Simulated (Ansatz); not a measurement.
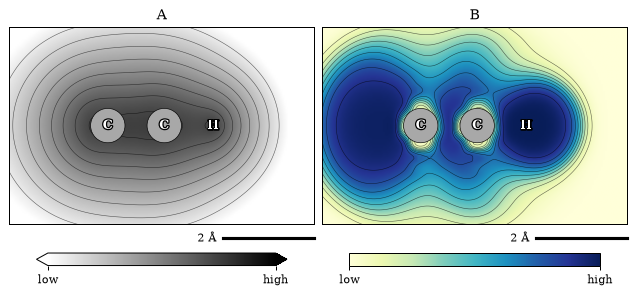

C2H (SMILES [C-]#C) (charge −1): 2 fields on a plane that holds the molecular axis, with unlabelled colour scales. Grey discs cover the atomic cores.

Geometry: PBE0-D4/def2-TZVPD.

The calculation used isolated molecule in a Gaussian basis; Kohn-Sham density functional theory, functional PBE0 in Ansatz.

```xyz
3

C     0.0000    0.0000   -1.1826
C     0.0000    0.0000    0.0558
H     0.0000    0.0000    1.1268
```

**Match the panels to the quantities (electron density and electron localisation function).**

Panel A: electron density. Panel B: electron localisation function. From the grid: C–C (1.24 Å): ρ at the midpoint is about 2.7 e/Å³; the ELF peaks at about 0.90 between the atoms (a multiple bond). C–H (1.07 Å): ρ at the midpoint is about 2 e/Å³; the ELF climbs to about 1 towards the hydrogen, as it does in any bond to H (a covalent bond by its length).
